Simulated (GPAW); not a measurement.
## A GW chain in GPAW: Te2Mo

Wanted: ground state, empty states, screening and self-energy for Te2Mo.

Method: PBE and many-body steps on it, plane waves, in GPAW 26.7.0.

### 1. Starting point

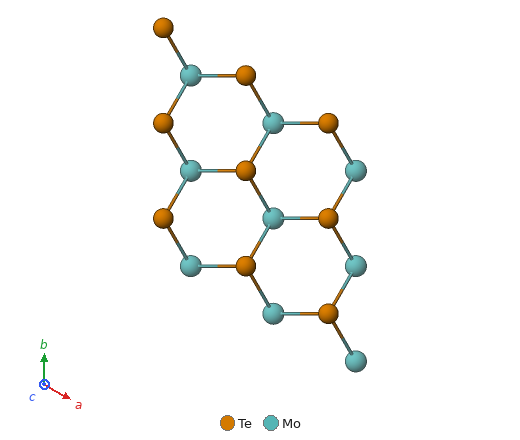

The starting structure, seen from above (tellurium orange, molybdenum teal). 3×3×1 cells are drawn.

The cell holds 3 atoms: 2 Te and 1 Mo. Its edges and angles: a = 3.518 Å, b = 3.518 Å, c = 14.600 Å, α = 90.0°, β = 90.0°, γ = 120.0°. It derives from Te2Mo. Vacuum lies along c.

 Spin-orbit coupling is left out unless a step names it.

### 2. Ground state

This step: GPAW 26.7.0; DFT, PBE, plane waves, PAW.

The ground-state density comes first.

File run.py:

```python
import json
import numpy as np
from gpaw.mpi import world
from ase import Atoms
from gpaw import GPAW, PW, FermiDirac

atoms = Atoms(['Te', 'Te', 'Mo'],
    cell=[[3.5182000000, 0.0000000000, 0.0000000000],
      [-1.7591000000, 3.0468505756, 0.0000000000],
      [0.0000000000, 0.0000000000, 14.6000000000]],
    scaled_positions=[[0.3333333333, 0.6666666667, 0.3765346301],
      [0.3333333333, 0.6666666667, 0.6234653699],
      [0.6666666667, 0.3333333333, 0.5000000000]],
    pbc=(True, True, False))
calc = GPAW(mode=PW(450),
    xc='PBE',
    kpts={'size': (12, 12, 1), 'gamma': True},
    occupations=FermiDirac(0.001),
    nbands=-7,
    convergence={'density': 1e-6, 'bands': -3},
    maxiter=100,
    txt='gs.txt')
atoms.calc = calc
res = {'energy': atoms.get_potential_energy(), 'forces': atoms.get_forces(), 'stress': atoms.get_stress()}
kpts = calc.get_ibz_k_points()
res['kpts'] = kpts
res['eigenvalues'] = [calc.get_eigenvalues(kpt=k) for k in range(len(kpts))]
res['n_electrons'] = calc.get_number_of_electrons()
calc.write('gs.gpw')

if world.rank == 0:
    with open('result.json', 'w') as f:
        json.dump(res, f, default=lambda x: x.tolist())
```

Run with:

```bash
$ mpirun -n 4 gpaw python run.py
```

Numbers of over 12 decimals in the logs are rounded to 6 here.

Log:

```text
__  _  _
 | _ |_)|_||  |
 |__||  | ||/\| - 26.7.0

Input parameters:
  mode=PW(ecut=450.000000),
  convergence={'density': 1e-06, 'bands': -3},
  kpts=MonkhorstPack(size=(12, 12, 1), gamma=True),
  maxiter=100,
  nbands=-7,
  occupations=Occupations(name='fermi-dirac', width=0.001, fixmagmom=False),
  xc=XC(name='PBE')
  [... matrices ...]
Diagonalizing LCAO Hamiltonian
Converting LCAO to pw mode

        Te

           Mo

        Te

Atoms  # Å, Bohr magnetons
|   | symbol |         x |        y |        z |    initial magnetic moments |
| 0 |     Te | -0.000000 | 2.031234 | 5.497406 | ( 0.0000,  0.0000,  0.0000) |
| 1 |     Te | -0.000000 | 2.031234 | 9.102594 | ( 0.0000,  0.0000,  0.0000) |
| 2 |     Mo |  1.759100 | 1.015617 | 7.300000 | ( 0.0000,  0.0000,  0.0000) |

Unit cell  # Å
| periodic |         x |        y |         z |   lengths |     angles |
|      yes |  3.518200 | 0.000000 |  0.000000 |  3.518200 |  90.000000 |
|      yes | -1.759100 | 3.046851 |  0.000000 |  3.518200 |  90.000000 |
|       no |  0.000000 | 0.000000 | 14.600000 | 14.600000 | 120.000000 |

Number of symmetries: 12
Symmetry operations  # r_c * U_cc + t_c -> r_c
|    | kind |            matrix            |
|  0 |  σ   |  1, 1, 0,  0,-1, 0,  0, 0, 1 |
|  1 |  C2  |  1, 1, 0,  0,-1, 0,  0, 0,-1 |
|  2 |  E   |  1, 0, 0,  0, 1, 0,  0, 0, 1 |
|  3 |  σ   |  1, 0, 0,  0, 1, 0,  0, 0,-1 |
|  4 |  C3  |  0, 1, 0, -1,-1, 0,  0, 0, 1 |
|  5 |  S3  |  0, 1, 0, -1,-1, 0,  0, 0,-1 |
|  6 |  σ   |  0,-1, 0, -1, 0, 0,  0, 0, 1 |
|  7 |  C2  |  0,-1, 0, -1, 0, 0,  0, 0,-1 |
|  8 |  σ   | -1, 0, 0,  1, 1, 0,  0, 0, 1 |
|  9 |  C2  | -1, 0, 0,  1, 1, 0,  0, 0,-1 |
| 10 |  C3  | -1,-1, 0,  1, 0, 0,  0, 0, 1 |
| 11 |  S3  | -1,-1, 0,  1, 0, 0,  0, 0,-1 |

BZ-sampling:
  Number of BZ points: 144
  Number of IBZ points: 19

  Monkhorst-Pack size: [12, 12, 1]
  Monkhorst-Pack shift: [0.041667, 0.041667, 0.0]

K-points  # in reciprocal-cell coordinates
|     |                                coordinates |     weight |
|   0 | ( -0.00000000,  -0.00000000,   0.00000000) | 0.00694444 |
|   1 | (  0.08333333,  -0.00000000,   0.00000000) | 0.04166667 |
|   2 | (  0.16666667,  -0.08333333,   0.00000000) | 0.04166667 |
|   3 | (  0.16666667,  -0.00000000,   0.00000000) | 0.04166667 |
|   4 | (  0.25000000,  -0.08333333,   0.00000000) | 0.08333333 |
|   5 | (  0.25000000,  -0.00000000,   0.00000000) | 0.04166667 |
|   6 | (  0.33333333,  -0.16666667,   0.00000000) | 0.04166667 |
|   7 | (  0.33333333,  -0.08333333,   0.00000000) | 0.08333333 |
|   8 | (  0.33333333,  -0.00000000,   0.00000000) | 0.04166667 |
|   9 | (  0.33333333,   0.33333333,   0.00000000) | 0.01388889 |
| ... |                                            |            |
|  18 | (  0.50000000,   0.50000000,   0.00000000) | 0.02083333 |

Plane wave coefficients: 3450
Cutoff: 450.000000 eV

Spin-components: 1 (collinear spins)
Bands:           20
Projectors:      16
Spin-degeneracy: 2
Datatype:        complex128

  Storage: CPU
  Wave functions: 20_301_120 bytes (5_075_280 per core)
  Projectors: 23_346_288 bytes (5_836_572 per core)
  [... matrices ...]
Parallelization:
  kpt:    4
  domain: 1
  band:   1

Density:
  Valence electrons: 26.0
  Components: 1
  Grid points: [18 18 72]
  Charge: 0.0  # |e|

Potential:
  Grid points: [18 18 72]

species:
  Te:
    name:    Tellurium
    Z:       52.0
    valence: 6
    core:    46
    charge:  0.0  # [|e|]
    compensation charges:
      type: gauss
      rc: 0.36  # [Å]
      lmax: 2
    cutoffs:
      filter: 2.09  # [Å]
      core: 3.17  # [Å]
    projectors
    | kind |    occ | energy [eV] | rcut [Å] |
    |   5s |  2.000 |     -15.089 |    1.180 |
    |   5p |  4.000 |      -5.955 |    1.196 |
    |    s |        |      12.123 |    1.180 |
    |    p |        |      21.256 |    1.196 |
    |    d |        |       0.000 |    1.238 |

    Using partial waves for Te as LCAO basis

  Mo:
    name:    Molybdenum
    Z:       42.0
    valence: 14
    core:    28
    charge:  0.0  # [|e|]
    compensation charges:
      type: gauss
      rc: 0.38  # [Å]
      lmax: 2
    cutoffs:
      filter: 2.16  # [Å]
      core: 1.42  # [Å]
    projectors
    | kind |    occ | energy [eV] | rcut [Å] |
    |   4s |  2.000 |     -64.307 |    1.238 |
    |   5s |  1.000 |      -4.084 |    1.238 |
    |   4p |  6.000 |     -38.491 |    1.296 |
    |   5p |  0.000 |      -1.044 |    1.296 |
    |   4d |  5.000 |      -3.754 |    1.296 |
    |    d |        |      23.458 |    1.296 |

    Using partial waves for Mo as LCAO basis

Reference energy: -479715.439499  # eV

eigensolver:
  PPCG
  Converge bands: -3
  niter=2

density mixing:
  MSR1-Mixer
  Pratt-step length: 0.05
  Maximum mixing coefficient: 0.75
  Old densities: 10
  SVD Regularization: 0.005
  Good broyden scale: 1.0
  Trust region scale: 1.0
  Backstep threshold: 4.0
  History deletion threshold: 6.0
  Fourier metric: weight=20.0, sigma=0.015

occupation numbers:
  Fermi-Dirac:
    width: 0.0010  # eV

poisson solver:
  ecut: 3600.000000  # eV

xc functional:
  name: PBE with 2 nearest neighbor stencil

Initialization done in: 1.059 s

convergence criteria:
- Maximum integral of absolute [dens]ity change: 1e-06 electrons / valence electron
- Maximum [total energy] change in last 3 cyles: 0.0005 eV / valence electron
- Maximum integral of absolute [eigenst]ate change: 4e-08 eV^2 / valence electron
maximum number of iterations: 100

SCF iterations
|iter     |     time |      energy | eigst |  dens |
|iter:   1|  |  -19.227968 | +0.63 |       |
|iter:   2|  |  -19.044736 | -0.88 | -1.07 |
|iter:   3|  |  -18.592723 | -1.20 | -1.11 |
|iter:   4|  |  -18.509263 | -1.28 | -1.43 |
|iter:   5|  |  -18.500521 | -2.26 | -1.79 |
|iter:   6|  |  -18.499604c| -3.13 | -2.09 |
|iter:   7|  |  -18.499622c| -4.37 | -2.94 |
|iter:   8|  |  -18.499628c| -5.41 | -3.68 |
|iter:   9|  |  -18.499628c| -6.24 | -4.20 |
|iter:  10|  |  -18.499628c| -7.11 | -4.85 |
|iter:  11|  |  -18.499628c| -7.43c| -5.23 |
|iter:  12|  |  -18.499628c| -7.82c| -5.90 |
|iter:  13|  |  -18.499628c| -8.06c| -6.33c|

Converged in 13 steps
SCF loop duration: 7.487 s (0.576 s/step)
Energy contributions relative to reference atoms: (reference = -479715.439499)
  [... matrices ...]
Energy contributions:
  Kinetic:           8.538092
  Coulomb:         -12.301617
  Zero:             -0.071806
  External:          0.000000
  Xc:              -14.664297
  Entropy:          -0.000000
  Spinorbit:         0.000000
  ----------------------------
  Free energy:     -18.499628
  Extrapolated:    -18.499628

dipole moment: (-3.402461, 1.964297, -0.000412)  # |e|*Ang

Fermi level: 2.237
Eigenvalues  # (at kpt = [-0.000, -0.000, 0.000])
| band index |      eig [eV] | occ [0-2] |
|          0 |       -59.412 |     2.000 |
|        ... |               |           |
|          5 |       -10.426 |     2.000 |
|          6 |        -3.727 |     2.000 |
|          7 |        -0.505 |     2.000 |
|          8 |        -0.365 |     2.000 |
|          9 |        -0.365 |     2.000 |
|         10 |         0.426 |     2.000 |
|         11 |         0.426 |     2.000 |
|         12 |         0.766 |     2.000 |
|         13 |         4.444 |     0.000 |
[...]
|         18 |         6.204 |     0.000 |
|         19 |         7.300 |     0.000 |

Gap: 1.131 eV
Transition (v -> c):
  (s=0, k=9, n=12, [0.33, 0.33, 0.00]) -> (s=0, k=9, n=13, [0.33, 0.33, 0.00])
No difference between direct/indirect transitions
vacuum-level: 6.155  # V

Forces  # eV/Ang
|       x |        y |        z |
| 0.00000 | -0.00000 | -0.18842 |  # Te   0
| 0.00000 | -0.00000 |  0.18842 |  # Te   1
| 0.00000 | -0.00000 |  0.00000 |  # Mo   2

Force computation time: 0.059  # s

Stress tensor  # eV/Ang^3
|         x |         y |         z |
| -0.004616 |  0.000000 |  0.000000 |
|  0.000000 | -0.004616 |  0.000000 |
|  0.000000 |  0.000000 | -0.003663 |

Stress computation time: 0.549  # s

# Writing to gs.gpw (mode='')
  [... matrices ...]
```

The job ended after 11 s (4 MPI ranks of Arm Neoverse V1, shared host; peak memory 0.73 GiB; 43 s of CPU time).

Numbers from this step:

```
total energy               : -18.50 eV
gap                        : 1.131 eV
k of the valence top       : 0.3333, 0.3333, 0
k of the conduction bottom : 0.3333, 0.3333, 0
least direct gap           : 1.131 eV
```

The gap is direct, at (0.333, 0.333, 0.000).

### 3. Bands along the symmetry lines

The cheap functional maps the bands first; the places of the edges decide which points the dearer methods must see.

File run.py:

```python
import json
import numpy as np
from gpaw.mpi import world
from gpaw import GPAW

path = [[0.000000, 0.000000, 0.000000],
    [0.062500, 0.000000, 0.000000],
    [0.125000, 0.000000, 0.000000],
    [0.187500, 0.000000, 0.000000],
    [0.250000, 0.000000, 0.000000],
    [0.312500, 0.000000, 0.000000],
    [0.375000, 0.000000, 0.000000],
    [0.437500, 0.000000, 0.000000],
    [0.500000, 0.000000, 0.000000],
    [0.479167, 0.041667, 0.000000],
    [0.458333, 0.083333, 0.000000],
    [0.437500, 0.125000, 0.000000],
    [0.416667, 0.166667, 0.000000],
    [0.395833, 0.208333, 0.000000],
    [0.375000, 0.250000, 0.000000],
    [0.354167, 0.291667, 0.000000],
    [0.333333, 0.333333, 0.000000],
    [0.291667, 0.291667, 0.000000],
    [0.250000, 0.250000, 0.000000],
    [0.208333, 0.208333, 0.000000],
    [0.166667, 0.166667, 0.000000],
    [0.125000, 0.125000, 0.000000],
    [0.083333, 0.083333, 0.000000],
    [0.041667, 0.041667, 0.000000],
    [0.000000, 0.000000, 0.000000]]
calc = GPAW('gs.gpw').fixed_density(kpts=path,
    symmetry='off',
    nbands=23,
    convergence={'bands': 19},
    txt='bands.txt')
res = {}
kpts = calc.get_ibz_k_points()
res['kpts'] = kpts
res['eigenvalues'] = [calc.get_eigenvalues(kpt=k) for k in range(len(kpts))]
res['n_electrons'] = calc.get_number_of_electrons()

if world.rank == 0:
    with open('result.json', 'w') as f:
        json.dump(res, f, default=lambda x: x.tolist())
```

Run with:

```bash
$ mpirun -n 4 gpaw python run.py
```

Log:

```text
Diagonalizing LCAO Hamiltonian
Converting LCAO to pw mode
convergence criteria:
- Maximum integral of absolute [eigenst]ate change: 4e-08 eV^2 / valence electron
maximum number of iterations: 100

SCF iterations
|iter     |     time |      energy | eigst |  dens |
|iter:   1|  |             | +1.06 |       |
|iter:   2|  |             | +0.20 |       |
|iter:   3|  |             | -0.39 |       |
[...]
|iter:   8|  |             | -6.20 |       |
|iter:   9|  |             | -7.15 |       |
|iter:  10|  |             | -7.84c|       |
SCF steps: 10
  __  _  _
 | _ |_)|_||  |
 |__||  | ||/\| - 26.7.0

Input parameters:
  mode=PW(ecut=450.000000),
  convergence={'bands': 19},
  gpts=array([18, 18, 72]),
  kpts=KPoints(kpts=array([[0.      , 0.      , 0.      ],
         [0.0625  , 0.      , 0.      ],
         [0.125   , 0.      , 0.      ],
         [0.1875  , 0.      , 0.      ],
[...]
[0.479167, 0.041667, 0.      ],
         [0.458333, 0.083333, 0.      ],
[...]
[0.416667, 0.166667, 0.      ],
[...]
[0.25    , 0.25    , 0.      ],
[...]
[0.125   , 0.125   , 0.      ],
         [0.083333, 0.083333, 0.      ],
         [0.041667, 0.041667, 0.      ],
         [0.      , 0.      , 0.      ]])),
  maxiter=100,
  nbands=23,
  occupations=Occupations(name='fermi-dirac', width=0.001, fixmagmom=False),
  parallel={},
  symmetry=Symmetry(point_group=False, time_reversal=False),
  xc=XC(name='PBE')
  [... matrices ...]
timing:  # [seconds]
  Total: 0.026  # ━━━━━━━━━━━━━━━━━━━━━━━━━━━━━━━━━━━━━━━━━━━━━━━━━━━━━━━━━━━
```

It took 11 s on 4 MPI ranks; peak memory 0.79 GiB.

Numbers from this step:

* gap: 1.131 eV
* k of the valence top: 0.3333, 0.3333, 0
* k of the conduction bottom: 0.3333, 0.3333, 0
* least direct gap: 1.131 eV

The gap is 1.131 eV, as in the run before at this level.

Electronic bands along the path, in eV, zero at the top of the highest filled band:

```tsv
point	band 10	band 11	band 12	band 13	band 14	band 15	band 16	band 17
Γ	-1.64	-0.85	-0.85	-0.51	3.17	3.17	3.46	3.46
M	-2.28	-1.65	-0.76	-0.26	1.45	1.77	3.33	3.74
K	-2.99	-2.92	-1.73	0.00	1.13	1.88	2.58	4.14
Γ	-1.64	-0.85	-0.85	-0.51	3.17	3.17	3.46	3.46
```

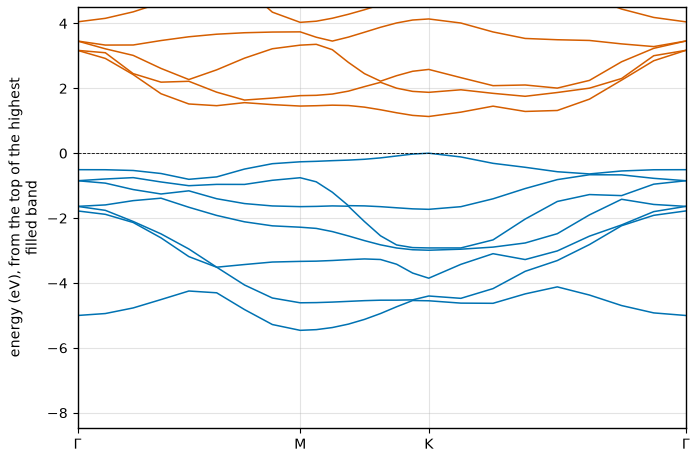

Electronic bands along the path; lines of filled and empty bands in two colours.

### 4. Empty states on the mesh, 12×12×1 mesh, 264 bands

The sums over transitions need many empty states on a uniform mesh; this step solves for them.

File run.py:

```python
import json
import numpy as np
from gpaw.mpi import world
from gpaw import GPAW

calc = GPAW('gs.gpw').fixed_density(kpts={'size': (12, 12, 1), 'gamma': True},
    parallel={'domain': 1, 'band': 1},
    txt='nscf.txt')
calc.diagonalize_full_hamiltonian(nbands=264)
calc.write('full.gpw', mode='all')
res = {}
kpts = calc.get_ibz_k_points()
res['kpts'] = kpts
res['eigenvalues'] = [calc.get_eigenvalues(kpt=k) for k in range(len(kpts))]
res['n_electrons'] = calc.get_number_of_electrons()

if world.rank == 0:
    with open('result.json', 'w') as f:
        json.dump(res, f, default=lambda x: x.tolist())
```

Run with:

```bash
$ mpirun -n 4 gpaw python run.py
```

Log:

```text
Diagonalizing LCAO Hamiltonian
Converting LCAO to pw mode
convergence criteria:
- Maximum integral of absolute [eigenst]ate change: 4e-08 eV^2 / valence electron
maximum number of iterations: 100

SCF iterations
|iter     |     time |      energy | eigst |  dens |
|iter:   1|  |             | +0.44 |       |
|iter:   2|  |             | -0.95 |       |
|iter:   3|  |             | -1.78 |       |
[...]
|iter:  11|  |             | -6.62 |       |
|iter:  12|  |             | -7.30 |       |
|iter:  13|  |             | -7.81c|       |
SCF steps: 13
  __  _  _
 | _ |_)|_||  |
 |__||  | ||/\| - 26.7.0

Input parameters:
  mode=PW(ecut=450.000000),
  convergence={'density': 1e-06, 'bands': -3},
  gpts=array([18, 18, 72]),
  kpts=MonkhorstPack(size=(12, 12, 1), gamma=True),
  maxiter=100,
  nbands=20,
  occupations=Occupations(name='fermi-dirac', width=0.001, fixmagmom=False),
  parallel={'domain': 1, 'band': 1},
  xc=XC(name='PBE')
Matrix size: 3381x3381
# Writing to full.gpw (mode='all')
  [... matrices ...]

timing:  # [seconds]
  Total: 173.166  # ━━━━━━━━━━━━━━━━━━━━━━━━━━━━━━━━━━━━━━━━━━━━━━━━━━━━━━━━━
```

It took 3 min on 4 MPI ranks; peak memory 4.5 GiB.

Numbers from this step:

```
gap                                                           : 1.131 eV
k of the valence top                                          : 0.3333, 0.3333, 0
k of the conduction bottom                                    : 0.3333, 0.3333, 0
least direct gap                                              : 1.131 eV
k points computed                                             : 19
lowest point of the top converged band, above the valence top : 73.3734 eV
```

On this mesh the gap is 1.131 eV.

[end of part 1 of 2]

[Paths, hosts, dates, memory and timing lines, banners, echoed tables and standing remarks are left out of the program output.]

[Logs are printed without paths, hosts, clocks, repeated set-up lines and the standing remarks that a program may print on its own settings, such as how far it seeks lower states.]

[Runs of the session that timed out or met a known fault of the program may be left out.]

[Hosts, paths, dates, database ids (printed as entryN), source tags and the programs' standing remarks are cut or masked in the printed files.]
